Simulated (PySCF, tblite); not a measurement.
# Al9N9H12: electronic excitations

What do calculations give for the electronic excitations of Al9N9H12?

Computed with tblite 0.8.0 and PySCF 2.14.0 and routines of our own; the level stands in each step. Atoms count from 0.

### Step 1. The system as given

30 atoms, charge 0, multiplicity 1; geometry from: force field, distance geometry or constructed start.

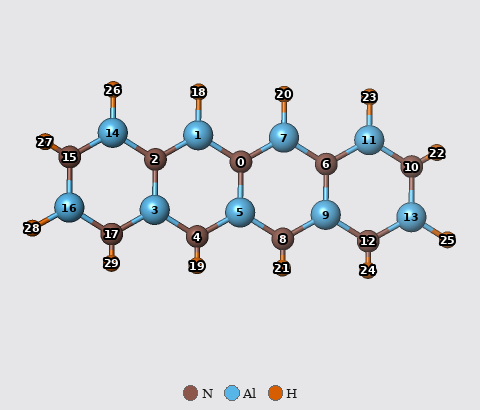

The starting geometry (nitrogen brown, aluminium blue, hydrogen orange); sticks join atoms by distance alone.

### Step 2. Optimising the geometry with GFN2-xTB

What the job is given:

```
{"job": {"kind": "relax", "xc": "GFN2-xTB", "basis": "xTB"}, "charge": 0, "multiplicity": 1}
N      0.004900     0.848200    -0.001600
Al    -1.562000     1.752600    -0.006900
N     -3.112500     0.847700     0.001000
Al    -3.118400    -0.945600    -0.006200
N     -1.559800    -1.851200     0.003400
Al    -0.003300    -0.950500    -0.002600
N      3.117800     0.851700    -0.003300
Al     1.562200     1.752700     0.001500
N      1.561500    -1.852100    -0.000400
Al     3.114900    -0.950800     0.001600
N      6.233300     0.848800    -0.002100
Al     4.674000     1.748000    -0.000000
N      4.673100    -1.849300     0.005000
Al     6.237600    -0.950600    -0.002700
Al    -4.678700     1.755100     0.000200
N     -6.237300     0.850600     0.006300
Al    -6.235000    -0.948100     0.000900
N     -4.677600    -1.853400    -0.001000
H     -1.559400     3.291800     0.002500
H     -1.556000    -2.889100     0.002700
H      1.556500     3.293800     0.001500
H      1.557900    -2.888500    -0.000200
H      7.139400     1.374600     0.006600
H      4.672300     3.285700    -0.001500
H      4.677000    -2.887400     0.000900
H      7.563000    -1.720900     0.002500
H     -4.675800     3.292300    -0.000700
H     -7.136600     1.370600     0.001200
H     -7.568500    -1.719600    -0.002000
H     -4.675400    -2.889600     0.003400
```

Started as:

```
OMP_NUM_THREADS=2 python large_run.py task.json out
```

This one command runs all jobs of the session in turn.

The log of the run:

```text
step      E/eV     max force
  0   -1159.01771    1.071
  1   -1159.10439    0.437
  2   -1159.11716    0.175
  3   -1159.12294    0.119
  4   -1159.12585    0.110
  5   -1159.12960    0.128
  6   -1159.13245    0.140
  7   -1159.13538    0.129
  8   -1159.13785    0.119
  9   -1159.14003    0.107
 10   -1159.14177    0.094
 11   -1159.14310    0.110
 12   -1159.14428    0.081
 13   -1159.14560    0.081
 14   -1159.14705    0.081
 15   -1159.14861    0.102
 16   -1159.15024    0.100
 17   -1159.15177    0.094
 18   -1159.15302    0.087
 19   -1159.15396    0.057
 20   -1159.15475    0.071
 21   -1159.15553    0.060
 22   -1159.15633    0.063
 23   -1159.15695    0.057
 24   -1159.15734    0.038
 25   -1159.15759    0.026
 26   -1159.15778    0.029
 27   -1159.15791    0.023
 28   -1159.15799    0.023
 29   -1159.15809    0.024
 30   -1159.15822    0.037
 31   -1159.15839    0.040
 32   -1159.15853    0.025
 33   -1159.15860    0.012
```

Wall time 1.9 s (2 threads of Arm Neoverse N1, shared host); peak memory 0.16 GiB.

Along the way:

```csv
step,energy from step 0 (eV),largest force (eV/Å)
0,0.0000,1.0716
1,-0.0867,0.4375
2,-0.0994,0.1745
3,-0.1052,0.1192
4,-0.1081,0.1094
5,-0.1119,0.1275
6,-0.1147,0.1398
7,-0.1177,0.1290
8,-0.1201,0.1185
9,-0.1223,0.1075
11,-0.1254,0.1104
13,-0.1279,0.0812
15,-0.1309,0.1022
17,-0.1341,0.0936
19,-0.1363,0.0567
21,-0.1378,0.0591
23,-0.1392,0.0568
25,-0.1399,0.0264
27,-0.1402,0.0233
29,-0.1404,0.0239
30,-0.1405,0.0372
31,-0.1407,0.0396
32,-0.1408,0.0245
33,-0.1409,0.0128
```

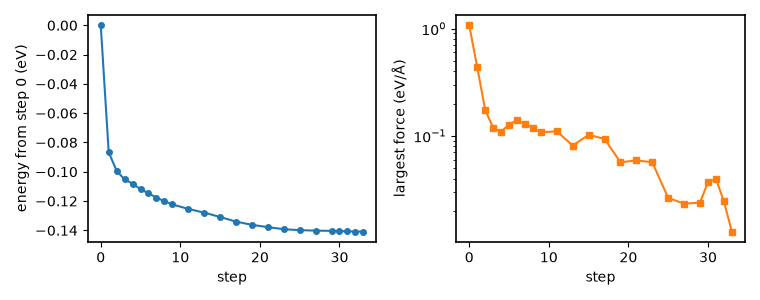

Energy and largest force along the relaxation.

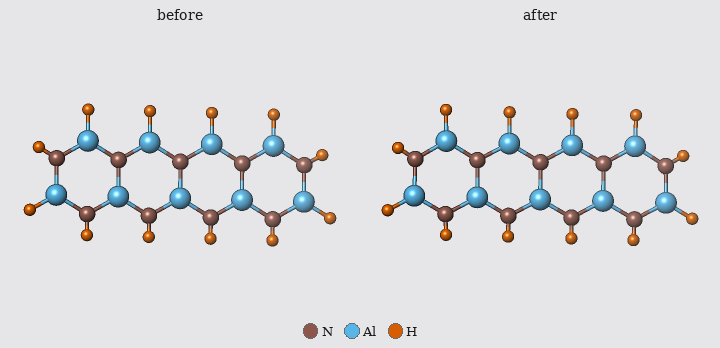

Before and after, at one scale.

Close pairs (by a distance rule), those that changed most:

```csv
bond,before (Å),after (Å),change (Å)
N2–Al3,1.793,1.829,+0.036
N10–H22,1.048,1.018,-0.029
N0–Al5,1.799,1.827,+0.029
N6–Al9,1.803,1.829,+0.027
N4–H19,1.038,1.016,-0.022
N12–H24,1.038,1.017,-0.021
N15–H27,1.039,1.018,-0.020
N8–H21,1.036,1.016,-0.020
```

The next job starts from the end point, and lists it.

### Step 3. Vibrational analysis with GFN2-xTB

What the job is given:

```
{"job": {"kind": "ir", "xc": "GFN2-xTB", "basis": "xTB"}, "charge": 0, "multiplicity": 1}
N     -0.000079     0.845433    -0.001943
Al    -1.582635     1.724623    -0.002014
N     -3.179281     0.865207    -0.000347
Al    -3.167947    -0.964131    -0.001475
N     -1.589022    -1.832697     0.001435
Al     0.000157    -0.981829    -0.001719
N      3.178845     0.864939    -0.000846
Al     1.582478     1.724299    -0.000922
N      1.589263    -1.832549    -0.000305
Al     3.167827    -0.964056    -0.000020
N      6.306594     0.834866     0.001481
Al     4.754836     1.761628    -0.000450
N      4.759474    -1.832486     0.001651
Al     6.339563    -0.972261     0.001568
Al    -4.755607     1.762323    -0.000945
N     -6.308015     0.835638     0.003132
Al    -6.340886    -0.971995    -0.000027
N     -4.760287    -1.832308     0.001151
H     -1.581805     3.261989     0.000719
H     -1.594655    -2.849025     0.001669
H      1.581373     3.261375     0.002201
H      1.593180    -2.848819     0.000044
H      7.181505     1.355979     0.002956
H      4.786890     3.290639    -0.002095
H      4.721003    -2.849185     0.001600
H      7.670349    -1.720140     0.001413
H     -4.787057     3.292011    -0.000785
H     -7.182658     1.357467     0.002953
H     -7.671970    -1.720649    -0.001082
H     -4.722246    -2.849151     0.000908
```

The log of the run:

```text
mode    cm-1     km/mol
  1     -88.3      0.00
  2     -56.1      0.50
  3      -7.8      0.00
  4      13.0      0.02
  5      31.2      0.00
  6      42.1      0.02
  7      48.8      2.58
  8      63.2      0.01
  9      66.2      1.22
 10      72.1      0.78
 11      80.0      0.00
 12      84.4      2.66
 13      86.6      5.17
 14      90.4      0.36
 15      96.8      4.69
 16     102.1      5.92
 17     133.3      9.89
 18     157.8      2.09
 19     167.2      1.85
 20     170.6      1.06
 21     188.5      0.39
 22     237.2      0.01
 23     247.6      1.37
 24     256.4      0.00
 25     274.8     15.71
 26     284.8     10.70
 27     289.2      0.04
 28     341.6     16.21
 29     343.0      0.01
 30     358.7      0.00
 31     368.7      5.62
 32     377.0      0.63
 33     385.4      0.15
 34     394.1      0.25
 35     406.5     91.72
 36     408.2      0.13
 37     416.0     15.09
 38     417.3      6.85
 39     423.1      1.66
 40     428.6      0.34
 41     440.5      8.07
 42     446.5   1020.86
 43     493.5    101.47
 44     498.0    112.99
 45     508.6    687.36
 46     517.6     17.92
 47     556.0    312.71
 48     596.1     19.43
 49     602.4      0.04
 50     612.2     69.37
 51     638.4     24.26
 52     654.7     79.32
 53     683.4     62.96
 54     691.8     22.28
 55     707.8    102.33
 56     722.8      1.83
 57     734.7      3.00
 58     747.4     14.92
 59     771.9    112.93
 60     781.6     62.91
 61     803.8      2.39
 62     807.0     26.90
 63     816.9    485.35
 64     828.5    224.80
 65     846.9     92.96
 66     847.5     45.01
 67     857.7    436.44
 68     859.7    188.24
 69     870.5     12.88
 70     874.1   1889.05
 71     898.9    792.63
 72     900.2      9.20
 73    1786.1      0.22
 74    1806.7    167.55
 75    1846.1    159.33
 76    1851.1   1017.88
 77    1865.7    673.51
 78    1869.4    401.50
 79    3297.8      2.22
 80    3299.5      2.38
 81    3307.1      4.84
 82    3308.7      4.83
 83    3317.9      0.93
 84    3323.6     19.38
```

Wall time 9.1 s (2 threads of Arm Neoverse N1, shared host); peak memory 0.16 GiB.

Which atoms move in the most intense modes:

| cm⁻¹ | km/mol | atoms |
| --- | --- | --- |
| 446 | 1020.9 | H28 11 % |
| 509 | 687.4 | H23 21 %, H26 19 % |
| 817 | 485.4 | N0 29 %, N6 15 %, N2 14 %, Al5 13 % |
| 858 | 436.4 | N15 41 %, N10 23 % |
| 874 | 1889.0 | N12 26 %, N17 23 % |
| 899 | 792.6 | N4 30 %, N8 23 %, Al5 17 % |
| 1851 | 1017.9 | H23 73 %, H26 13 % |
| 1866 | 673.5 | H28 92 % |

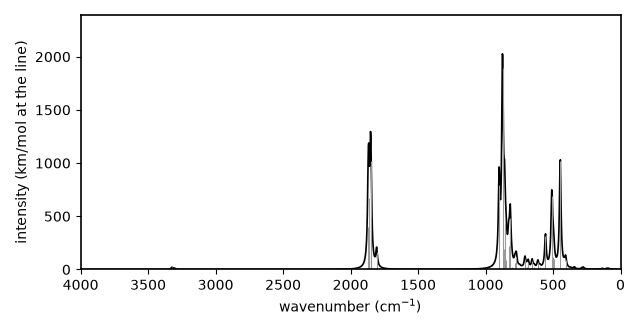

The infrared spectrum from these modes, unscaled. Lines are broadened to a width of 14 cm⁻¹ (Lorentzian).

### Step 4. Electronic excitations: TDDFT wB97X-D/6-31G*

Settings changed since step 3:

```diff
@@ -1,2 +1,2 @@
-{"job": {"kind": "ir", "xc": "GFN2-xTB", "basis": "xTB"}, "charge": 0, "multiplicity": 1}
+{"job": {"kind": "uv", "basis": "6-31G*", "grid": 1, "kgrid": 0, "vcut": 1.5, "nstates": 6, "ntriplets": 2, "tda": false, "delta": [], "pop": true, "xc": "wB97X-D"}, "charge": 0, "multiplicity": 1}
 N     -0.000079     0.845433    -0.001943
```

Level: TDDFT wB97X-D/6-31G*, vertical, gas phase, core orbitals frozen in the response, virtual orbitals cut by energy.

The log of the run:

```text
start: PBE on a coarse grid of 30430 points
cycle   1  E = -2680.0001504296  dE =  1.931e+00  |g| = 1.944e+00  |ddm| = 5.855e+00
cycle   2  E = -2675.3027687010  dE =  4.697e+00  |g| = 4.421e+00  |ddm| = 6.284e+00
cycle   3  E = -2680.8209162051  dE = -5.518e+00  |g| = 4.131e-01  |ddm| = 5.328e+00
cycle   4  E = -2680.8564170383  dE = -3.550e-02  |g| = 3.384e-01  |ddm| = 8.743e-01
cycle   5  E = -2680.8804490275  dE = -2.403e-02  |g| = 1.328e-01  |ddm| = 3.550e-01
cycle   6  E = -2680.8855325755  dE = -5.084e-03  |g| = 2.517e-02  |ddm| = 1.629e-01
cycle   7  E = -2680.8856595827  dE = -1.270e-04  |g| = 1.320e-02  |ddm| = 3.064e-02
cycle   8  E = -2680.8857012874  dE = -4.170e-05  |g| = 3.902e-03  |ddm| = 1.391e-02
final grid: 125244 points
cycle   9  E = -2682.2231719870  dE = -2.084e-02  |g| = 9.075e-02  |ddm| = 4.391e-01
cycle  10  E = -2682.2240433201  dE = -8.713e-04  |g| = 7.868e-02  |ddm| = 1.249e-01
cycle  11  E = -2682.2255106830  dE = -1.467e-03  |g| = 1.758e-02  |ddm| = 6.741e-02
cycle  12  E = -2682.2255974503  dE = -8.677e-05  |g| = 5.572e-03  |ddm| = 2.250e-02
cycle  13  E = -2682.2256043682  dE = -6.918e-06  |g| = 7.685e-04  |ddm| = 4.591e-03
cycle  14  E = -2682.2256056165  dE = -1.248e-06  |g| = 2.700e-04  |ddm| = 1.849e-03
cycle  15  E = -2682.2256029192  dE =  2.697e-06  |g| = 1.490e-04  |ddm| = 6.122e-04
cycle  16  E = -2682.2256035636  dE = -6.444e-07  |g| = 4.620e-05  |ddm| = 1.832e-04
converged SCF energy = -2682.2256035636

Static polarisability (au): isotropic 245.265, principal 154.908 238.832 342.055

Singlet excitations
state   eV       nm        f      main configurations
  1   5.4612    227.0   0.00000   H->L 0.63, H-1->L+1 0.10
  2   5.6167    220.7   0.00003   H-1->L 0.41, H-2->L 0.20, H->L+1 0.13
  3   5.7460    215.8   0.00101   H-2->L 0.43, H->L+1 0.22
  4   5.8561    211.7   0.00000   H-3->L 0.43, H-1->L+1 0.19, H-5->L+1 0.10
  5   5.9884    207.0   0.00411   H-5->L 0.51, H-3->L+1 0.26
  6   6.0345    205.5   0.00000   H-4->L 0.31, H-2->L+1 0.25, H->L+8 0.16

Triplet excitations (Tamm-Dancoff, eV): 5.2340 5.3764
```

It took 79 s on 2 threads of Arm Neoverse N1, shared host; peak memory 1.1 GiB.

Frontier orbitals and where they lie:

| orbital | eV | atoms |
| --- | --- | --- |
| HOMO−4 | -9.21 | N10 20 %, N15 20 %, N8 9 % |
| HOMO−3 | -9.08 | N12 17 %, N17 17 %, N2 12 % |
| HOMO−2 | -8.86 | N0 22 %, N2 18 %, N6 18 % |
| HOMO−1 | -8.78 | N12 21 %, N17 21 %, N10 14 % |
| HOMO | -8.61 | N4 21 %, N8 20 %, N17 11 % |
| LUMO | 0.97 | Al5 14 %, Al1 11 %, Al7 11 % |
| LUMO+1 | 1.60 | Al9 11 %, Al3 11 %, Al11 9 % |
| LUMO+2 | 1.71 | Al14 24 %, Al16 22 %, Al11 21 % |
| LUMO+3 | 1.73 | Al11 24 %, Al14 22 %, Al13 19 % |

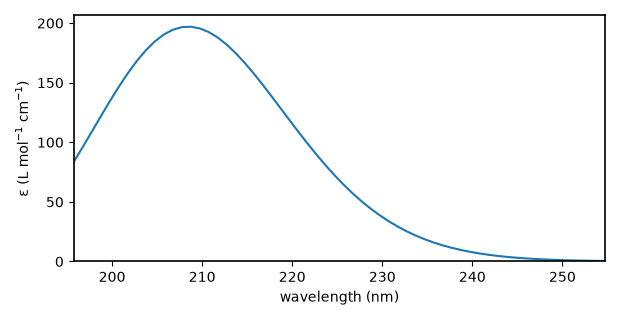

Absorption spectrum: each of the 6 states is a Gaussian band of 0.4 eV half-width at 1/e. Beyond the last state computed it falls off for lack of states.

Ground-state properties from the same run:

```csv
property,computed
dipole moment (D),3.91
polarisability (Å³),36.34
HOMO–LUMO gap (eV),9.57
−ε(HOMO) (eV),8.61
```

### Step 5. Outcome

| quantity | value |
| --- | --- |
| strongest single infrared mode (GFN2-xTB) | 874 cm⁻¹, 1889 km/mol |
| zero-point energy (GFN2-xTB) | 88.4 kcal/mol |
| lowest singlet (wB97X-D/6-31G*) | 5.46 eV (227 nm), f = 0.000 |
| brightest single state of those computed | state 5, 5.99 eV, f = 0.004 |
| lowest triplet | 5.23 eV |

In words: The lowest mode is imaginary (88i cm⁻¹), so the xTB geometry is not a minimum. Unscaled tight-binding wavenumbers are off by several per cent, some by more. Its intensities can rank the bands wrongly. The first singlet state (HOMO→LUMO 0.63, HOMO−1→LUMO+1 0.10) lies at 5.46 eV and is dark; of the 6 states computed, the strongest absorption comes from state 5 at 5.99 eV. The lowest triplet lies 0.23 eV below the lowest singlet (triplets in Tamm-Dancoff, singlets in full TDDFT).
